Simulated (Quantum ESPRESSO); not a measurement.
# ordered Ga(1-x)In(x)P in the cubic cell, stepped through the share x of In, part 4 of 7

Aim: how the results for ordered Ga(1-x)In(x)P in the cubic cell change with the share x of In.

Quantum ESPRESSO 7.5; plane-wave DFT, LDA, GBRV ultrasoft pseudopotentials.

So far. Step 2 (Variable-cell relaxation, 0):  The last row is no step: it is a fresh SCF in the final cell with a new plane-wave basis, +2 meV from the row before.

### Step 5. Relaxing cell and ions, 0.25

System of this step: Ga(1-x)In(x)P, x = 1/4, cubic cell. Symmetry: P-43m, No. 215, cubic system. Conventional cell: a = 5.521 Å, b = 5.521 Å, c = 5.521 Å, α = 90.00°, β = 90.00°, γ = 90.00°. Nearest to In lie 4 P at 2.39 Å. Nearest to Ga lie 4 P at 2.39 Å. P has 1 In at 2.39 Å and 3 Ga at 2.39 Å nearest. Farther neighbours are not listed.

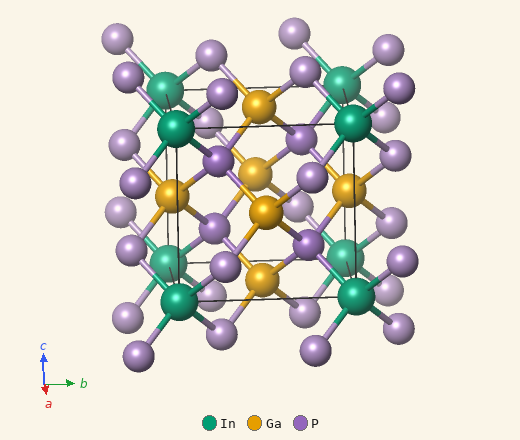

The cell of this step (indium teal, gallium orange, phosphorus purple). Some periodic images of atoms are drawn too.

m1.relax.in reads:

```
&control
  prefix = 'm1.relax'
  outdir = './out'
  pseudo_dir = './pseudo'
  nstep = 60
  forc_conv_thr = 0.0004
  calculation = 'vc-relax'
/
&system
  ibrav = 0
  nat = 8
  ntyp = 3
  ecutwfc = 50
  ecutrho = 250
  occupations = 'fixed'
/
&electrons
  conv_thr = 1e-10
  mixing_beta = 0.6
  electron_maxstep = 120
/
&ions
/
&cell
  cell_dofree = 'xyz'
  press_conv_thr = 0.3
/
ATOMIC_SPECIES
  In  114.8180  in_lda_v1.4.uspp.F.UPF
  Ga  69.7230  ga_lda_v1.4.uspp.F.UPF
  P   30.9738  p_lda_v1.5.uspp.F.UPF
CELL_PARAMETERS angstrom
  5.52129500000000 0.00000000000000 0.00000000000000
  0.00000000000000 5.52129500000000 0.00000000000000
  0.00000000000000 0.00000000000000 5.52129500000000
ATOMIC_POSITIONS crystal
  In  0.000000000000 0.000000000000 0.000000000000
  Ga  0.500000000000 0.500000000000 0.000000000000
  Ga  0.500000000000 0.000000000000 0.500000000000
  Ga  0.000000000000 0.500000000000 0.500000000000
  P   0.250000000000 0.250000000000 0.250000000000
  P   0.750000000000 0.750000000000 0.250000000000
  P   0.750000000000 0.250000000000 0.750000000000
  P   0.250000000000 0.750000000000 0.750000000000
K_POINTS automatic
  4 4 4 0 0 0
```

On the command line:

```bash
OMP_NUM_THREADS=1 mpirun -n 4 pw.x -nk 4 -in m1.relax.in > m1.relax.out
```

The program printed:

```text
[banner, memory and clock lines left out]
Program PWSCF v.7.5 starts
[...]
Message from routine setup:
[...]
number of electrons       =        90.00
     number of Kohn-Sham states=           45
     kinetic-energy cutoff     =      50.0000  Ry
     charge density cutoff     =     250.0000  Ry
[...]
number of k points=    10
[...]
Dense  grid:    75925 G-vectors     FFT dimensions: (  54,  54,  54)
[...]
Starting wfcs are   61 randomized atomic wfcs
[...]
estimated scf accuracy    <      65.81816742 Ry
[...]
estimated scf accuracy    <      67.50765451 Ry
[...]
estimated scf accuracy    <       6.96577859 Ry
[...]
estimated scf accuracy    <       2.81942394 Ry
[...]
estimated scf accuracy    <       0.64902924 Ry
[...]
estimated scf accuracy    <       0.10643167 Ry
[...]
estimated scf accuracy    <       0.03129613 Ry
[...]
estimated scf accuracy    <       0.00475115 Ry
[...]
estimated scf accuracy    <       0.00033478 Ry
[...]
estimated scf accuracy    <       0.00014086 Ry
[...]
estimated scf accuracy    <       0.00000319 Ry
[...]
estimated scf accuracy    <       0.00000049 Ry
[...]
estimated scf accuracy    <       0.00000061 Ry
[...]
estimated scf accuracy    <          1.8E-09 Ry
[...]
estimated scf accuracy    <       0.00000001 Ry
[...]
estimated scf accuracy    <          1.4E-10 Ry
[...]
highest occupied level (ev):     7.5542
!    total energy              =   -1440.46065229 Ry
     estimated scf accuracy    <          1.2E-11 Ry
[...]
one-electron contribution =   -1262.03044082 Ry
     hartree contribution      =     667.73631966 Ry
     xc contribution           =    -204.28937792 Ry
     ewald contribution        =    -641.87715320 Ry
     convergence has been achieved in  17 iterations
[...]
Total force =     0.123929     Total SCF correction =     0.000005
[...]
estimated scf accuracy    <       0.00041211 Ry
[...]
estimated scf accuracy    <       0.00015278 Ry
[...]
estimated scf accuracy    <       0.00000868 Ry
[...]
estimated scf accuracy    <       0.00000155 Ry
[...]
estimated scf accuracy    <       0.00000019 Ry
[...]
estimated scf accuracy    <       0.00000002 Ry
[...]
estimated scf accuracy    <          7.0E-09 Ry
[...]
highest occupied level (ev):     7.5551
!    total energy              =   -1440.47320620 Ry
     estimated scf accuracy    <          9.3E-11 Ry
[...]
one-electron contribution =   -1262.96460543 Ry
     hartree contribution      =     668.23341990 Ry
     xc contribution           =    -204.28540877 Ry
     ewald contribution        =    -641.45661189 Ry
     convergence has been achieved in   8 iterations
[...]
Total force =     0.078755     Total SCF correction =     0.000015
[...]
estimated scf accuracy    <       0.00086608 Ry
[...]
estimated scf accuracy    <       0.00029338 Ry
[...]
estimated scf accuracy    <       0.00001787 Ry
[...]
estimated scf accuracy    <       0.00000268 Ry
[...]
estimated scf accuracy    <       0.00000037 Ry
[...]
estimated scf accuracy    <       0.00000010 Ry
[...]
estimated scf accuracy    <       0.00000002 Ry
[...]
estimated scf accuracy    <          6.0E-10 Ry
[...]
highest occupied level (ev):     7.6209
!    total energy              =   -1440.48224793 Ry
     estimated scf accuracy    <          1.4E-11 Ry
[...]
one-electron contribution =   -1262.77189898 Ry
     hartree contribution      =     668.36023929 Ry
     xc contribution           =    -204.30530729 Ry
     ewald contribution        =    -641.76528095 Ry
     convergence has been achieved in   9 iterations
[...]
Total force =     0.017404     Total SCF correction =     0.000005
[...]
estimated scf accuracy    <       0.00008047 Ry
[...]
estimated scf accuracy    <       0.00003103 Ry
[...]
estimated scf accuracy    <       0.00000163 Ry
[...]
estimated scf accuracy    <       0.00000025 Ry
[...]
estimated scf accuracy    <       0.00000003 Ry
[...]
estimated scf accuracy    <          4.4E-09 Ry
[...]
estimated scf accuracy    <          1.7E-09 Ry
[...]
estimated scf accuracy    <          2.4E-11 Ry
[...]
highest occupied level (ev):     7.6657
!    total energy              =   -1440.48281333 Ry
     estimated scf accuracy    <          9.1E-13 Ry
[...]
one-electron contribution =   -1262.07224810 Ry
     hartree contribution      =     668.14844014 Ry
     xc contribution           =    -204.32075722 Ry
     ewald contribution        =    -642.23824815 Ry
     convergence has been achieved in   9 iterations
[...]
Total force =     0.000438     Total SCF correction =     0.000001
[...]
estimated scf accuracy    <       0.00000064 Ry
[...]
estimated scf accuracy    <       0.00000029 Ry
[...]
estimated scf accuracy    <          6.7E-09 Ry
[...]
estimated scf accuracy    <          1.7E-09 Ry
[...]
estimated scf accuracy    <          8.1E-11 Ry
[...]
estimated scf accuracy    <          7.4E-12 Ry
[...]
highest occupied level (ev):     7.6785
!    total energy              =   -1440.48282222 Ry
     estimated scf accuracy    <          5.0E-13 Ry
[...]
one-electron contribution =   -1261.75805390 Ry
     hartree contribution      =     668.02981066 Ry
     xc contribution           =    -204.32530218 Ry
     ewald contribution        =    -642.42927679 Ry
     convergence has been achieved in   7 iterations
[...]
Total force =     0.000409     Total SCF correction =     0.000000
[...]
estimated scf accuracy    <       0.00000020 Ry
[...]
estimated scf accuracy    <       0.00000007 Ry
[...]
estimated scf accuracy    <          1.6E-09 Ry
[...]
estimated scf accuracy    <          1.5E-10 Ry
[...]
estimated scf accuracy    <          2.5E-11 Ry
[...]
estimated scf accuracy    <          2.4E-12 Ry
[...]
highest occupied level (ev):     7.6890
!    total energy              =   -1440.48282500 Ry
     estimated scf accuracy    <          3.2E-13 Ry
[...]
one-electron contribution =   -1261.47869360 Ry
     hartree contribution      =     667.92121998 Ry
     xc contribution           =    -204.32901138 Ry
     ewald contribution        =    -642.59634000 Ry
     convergence has been achieved in   7 iterations
[...]
Total force =     0.000281     Total SCF correction =     0.000001
[...]
number of electrons       =        90.00
     number of Kohn-Sham states=           45
     kinetic-energy cutoff     =      50.0000  Ry
     charge density cutoff     =     250.0000  Ry
[...]
number of k points=    10
[...]
Dense  grid:    74773 G-vectors     FFT dimensions: (  54,  54,  54)
[...]
Starting wfcs are   61 randomized atomic wfcs
[...]
estimated scf accuracy    <      80.16005911 Ry
[...]
estimated scf accuracy    <      84.89317518 Ry
[...]
estimated scf accuracy    <       9.65489965 Ry
[...]
estimated scf accuracy    <       4.18276286 Ry
[...]
estimated scf accuracy    <       1.06155855 Ry
[...]
estimated scf accuracy    <       0.25509704 Ry
[...]
estimated scf accuracy    <       0.13873932 Ry
[...]
estimated scf accuracy    <       0.01609071 Ry
[...]
estimated scf accuracy    <       0.00034472 Ry
[...]
estimated scf accuracy    <       0.00013785 Ry
[...]
estimated scf accuracy    <       0.00000790 Ry
[...]
estimated scf accuracy    <       0.00000739 Ry
[...]
estimated scf accuracy    <       0.00000031 Ry
[...]
estimated scf accuracy    <       0.00000009 Ry
[...]
estimated scf accuracy    <       0.00000001 Ry
[...]
estimated scf accuracy    <          8.9E-10 Ry
[...]
estimated scf accuracy    <          1.8E-11 Ry
[...]
estimated scf accuracy    <          2.5E-11 Ry
[...]
estimated scf accuracy    <          1.4E-12 Ry
[...]
highest occupied level (ev):     7.6890
!    total energy              =   -1440.48268965 Ry
     estimated scf accuracy    <          4.4E-13 Ry
[...]
one-electron contribution =   -1261.47856691 Ry
     hartree contribution      =     667.92122958 Ry
     xc contribution           =    -204.32901232 Ry
     ewald contribution        =    -642.59634000 Ry
     convergence has been achieved in  20 iterations
[...]
Total force =     0.000280     Total SCF correction =     0.000001
[...]
```

Elapsed: 3.8 min, on 4 MPI ranks of Arm Neoverse V1, shared host; peak memory 0.68 GiB; 15 min of CPU time.

The steps of the relaxation:

| step | energy less that of the first step (eV) | largest force (eV/Å) | volume (Å³) |
| --- | --- | --- | --- |
| 1 | 0.0000 | 1.5932 | 168.32 |
| 2 | -0.1708 | 1.0124 | 168.19 |
| 3 | -0.2938 | 0.2237 | 167.21 |
| 4 | -0.3015 | 0.0056 | 166.60 |
| 5 | -0.3016 | 0.0053 | 166.44 |
| 6 | -0.3017 | 0.0036 | 166.31 |
| 7 | -0.2998 | 0.0036 | 166.31 |

| conventional cell, symmetrised | before | after | change |
| --- | --- | --- | --- |
| a (Å) | 5.521 | 5.499 | -0.4 % |
| b (Å) | 5.521 | 5.499 | -0.4 % |
| c (Å) | 5.521 | 5.499 | -0.4 % |
| volume (Å³/atom) | 21.04 | 20.79 | -1.2 % |

The atoms that moved most (Å, as changes of fractional coordinates times the final cell):

| atom | dx | dy | dz | length |
| --- | --- | --- | --- | --- |
| P8 | 0.056 | -0.056 | -0.056 | 0.097 |
| P7 | -0.056 | 0.056 | -0.056 | 0.097 |
| P6 | -0.056 | -0.056 | 0.056 | 0.097 |
| P5 | 0.056 | 0.056 | 0.056 | 0.097 |

 The last row is no step: it is a fresh SCF in the final cell with a new plane-wave basis, +2 meV from the row before.

Read from the output:

```
free energy                    : -19598.7654 eV
valence top, on the run's zero : 7.689 eV
```

### Step 6. SCF with pw.x, 0.25

m1.scf.in reads:

```
&control
  prefix = 'm1.scf'
  outdir = './out'
  pseudo_dir = './pseudo'
  calculation = 'scf'
  tprnfor = .true.
/
&system
  ibrav = 0
  nat = 8
  ntyp = 3
  ecutwfc = 40
  ecutrho = 200
  occupations = 'fixed'
  nbnd = 49
/
&electrons
  conv_thr = 1e-09
  mixing_beta = 0.6
  electron_maxstep = 120
/
ATOMIC_SPECIES
  In  114.8180  in_lda_v1.4.uspp.F.UPF
  Ga  69.7230  ga_lda_v1.4.uspp.F.UPF
  P   30.9738  p_lda_v1.5.uspp.F.UPF
CELL_PARAMETERS angstrom
  5.49933556400000 0.00000000000000 0.00000000000000
  0.00000000000000 5.49933556400000 0.00000000000000
  0.00000000000000 0.00000000000000 5.49933556400000
ATOMIC_POSITIONS crystal
  In  0.000000000000 0.000000000000 0.000000000000
  Ga  0.500000000000 0.500000000000 0.000000000000
  Ga  0.500000000000 0.000000000000 0.500000000000
  Ga  0.000000000000 0.500000000000 0.500000000000
  P   0.260172160000 0.260172160000 0.260172160000
  P   0.739827840000 0.739827840000 0.260172160000
  P   0.739827840000 0.260172160000 0.739827840000
  P   0.260172160000 0.739827840000 0.739827840000
K_POINTS automatic
  6 6 6 0 0 0
```

On the command line:

```bash
OMP_NUM_THREADS=1 mpirun -n 4 pw.x -nk 4 -in m1.scf.in > m1.scf.out
```

The program printed:

```text
[banner, memory and clock lines left out]
Program PWSCF v.7.5 starts
[...]
Message from routine setup:
[...]
number of electrons       =        90.00
     number of Kohn-Sham states=           49
     kinetic-energy cutoff     =      40.0000  Ry
     charge density cutoff     =     200.0000  Ry
[...]
number of k points=    20
[...]
Dense  grid:    53715 G-vectors     FFT dimensions: (  48,  48,  48)
[...]
Starting wfcs are   61 randomized atomic wfcs
[...]
estimated scf accuracy    <      70.05459177 Ry
[...]
estimated scf accuracy    <      73.30930777 Ry
[...]
estimated scf accuracy    <       7.84255750 Ry
[...]
estimated scf accuracy    <       3.22924748 Ry
[...]
estimated scf accuracy    <       1.00769219 Ry
[...]
estimated scf accuracy    <       0.18572894 Ry
[...]
estimated scf accuracy    <       0.00989021 Ry
[...]
estimated scf accuracy    <       0.00714572 Ry
[...]
estimated scf accuracy    <       0.00182485 Ry
[...]
estimated scf accuracy    <       0.00004095 Ry
[...]
estimated scf accuracy    <       0.00001011 Ry
[...]
estimated scf accuracy    <       0.00000090 Ry
[...]
estimated scf accuracy    <       0.00000004 Ry
[...]
estimated scf accuracy    <       0.00000004 Ry
[...]
estimated scf accuracy    <          3.9E-09 Ry
[...]
highest occupied, lowest unoccupied level (ev):     7.6877    8.8603
!    total energy              =   -1440.47195407 Ry
     estimated scf accuracy    <          2.1E-10 Ry
[...]
one-electron contribution =   -1261.48009042 Ry
     hartree contribution      =     667.93516360 Ry
     xc contribution           =    -204.33068725 Ry
     ewald contribution        =    -642.59633999 Ry
     convergence has been achieved in  16 iterations
[...]
Total force =     0.000368     Total SCF correction =     0.000023
[...]
```

The job ended after 54 s (4 MPI ranks; peak memory 0.51 GiB; 3.6 min of CPU time).

Numbers from this step:

| Item | Value |
| --- | --- |
| free energy | -19598.6194 eV |
| valence top, on the run's zero | 7.688 eV |
| conduction bottom, on the run's zero | 8.860 eV |
| gap by band count | 1.173 eV |

### Step 7. Complex band structure, 0.25

m1.cbs.in reads:

```
&inputcond
  outdir = './out'
  prefixl = 'm1.scf'
  band_file = 'm1.cbs'
  ikind = 0
  ewind = 4.0
  epsproj = 1e-05
  nz1 = 7
  energy0 = 3.5
  denergy = -0.1
/
3
  0.00000000 0.00000000 1.00000000
  0.50000000 0.00000000 1.00000000
  0.50000000 0.50000000 1.00000000
46
```

On the command line:

```bash
OMP_NUM_THREADS=1 mpirun -n 4 pwcond.x -in m1.cbs.in > m1.cbs.out
```

The program printed:

```text
[banner, memory and clock lines left out]
Program PWCOND v.7.5 starts

          URL

     ./out/m1.scf.save/

     IMPORTANT: XC functional enforced from input :
     Exchange-correlation= PZ
                           (   1   1   0   0   0   0   0)
     Any further DFT definition will be discarded
     Please, verify this is what you really want

     Check: negative core charge=   -0.000001
     Reading collected, re-writing distributed wavefunctions

===== INPUT FILE containing the left lead =====

     GEOMETRY:

     lattice parameter (alat)  =      10.3922  a.u.
[...]
Nchannels of the left tip =            3
 Right moving states:
   k1(2pi/a)   k2(2pi/a)   E-Ef (eV)
   0.1646169   0.0000000  -1.0000000
   0.1646169   0.0000000  -1.0000000
   0.4190509   0.0000000  -1.0000000
 Left moving states:
   k1(2pi/a)   k2(2pi/a)   E-Ef (eV)
  -0.1646169   0.0000000  -1.0000000
  -0.1646169   0.0000000  -1.0000000
  -0.4190509   0.0000000  -1.0000000

Note: The following floating-point exceptions are signalling: IEEE_UNDERFLOW_FLAG
Note: The following floating-point exceptions are signalling: IEEE_UNDERFLOW_FLAG
Note: The following floating-point exceptions are signalling: IEEE_UNDERFLOW_FLAG
Note: The following floating-point exceptions are signalling: IEEE_UNDERFLOW_FLAG
```

It took 31 min on 4 MPI ranks; peak memory 0.71 GiB; 2 h of CPU time.

K across = (0, 0) in the cell's reciprocal vectors; values within 0.0025 1/Å of each other count once, columns are sorted by size at each energy, a dash where no further value was kept. The Im kz of the slowest decaying states by energy, zero at the highest filled level of the SCF mesh:

| energy (eV) | decay 1 (Å⁻¹) | decay 2 (Å⁻¹) | decay 3 (Å⁻¹) |
| --- | --- | --- | --- |
| -1.0000 | 0.277 | 0.291 | 0.326 |
| -0.8000 | 0.278 | 0.289 | 0.326 |
| -0.5000 | 0.275 | 0.28 | 0.322 |
| -0.3000 | 0.271 | 0.317 | 0.665 |
| 0.0000 | 0.007 | 0.01 | 0.251 |
| 0.2000 | 0.066 | 0.154 | 0.226 |
| 0.5000 | 0.089 | 0.212 | 0.229 |
| 0.7000 | 0.09 | 0.212 | 0.215 |
| 1.0000 | 0.068 | 0.182 | 0.209 |
| 1.2000 | 0.15 | 0.159 | 0.207 |
| 1.5000 | 0.02 | 0.122 | 0.158 |
| 1.7000 | 0.073 | 0.104 | 0.111 |
| 2.0000 | 0.272 | 1.31 | 1.59 |
| 2.2000 | 0.269 | 1.29 | 1.57 |
| 2.5000 | 0.052 | 0.258 | 1.27 |
| 2.7000 | 0.071 | 0.247 | 1.25 |
| 3.0000 | 0.223 | 1.23 | 1.52 |
| 3.2000 | 0.026 | 0.201 | 1.21 |
| 3.5000 | 0.052 | 0.155 | 1.18 |

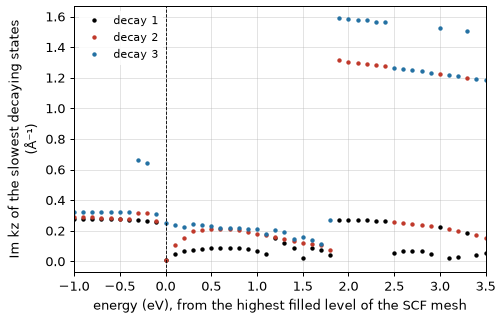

Im kz of the slowest decaying states against energy.

(Part 4 of 7 ends here.)

[Logs are printed without paths, hosts, clocks, repeated set-up lines and the standing remarks that a program may print on its own settings, such as how far it seeks lower states.]

[Hosts, paths, dates, database ids (printed as entryN), source tags and the programs' standing remarks are cut or masked in the printed files.]

[Maps of the electrostatic potential energy from Ansatz leave out the sawtooth potential of an applied field or a dipole correction, so their vacuum need not be flat; planar profiles and work functions include it.]
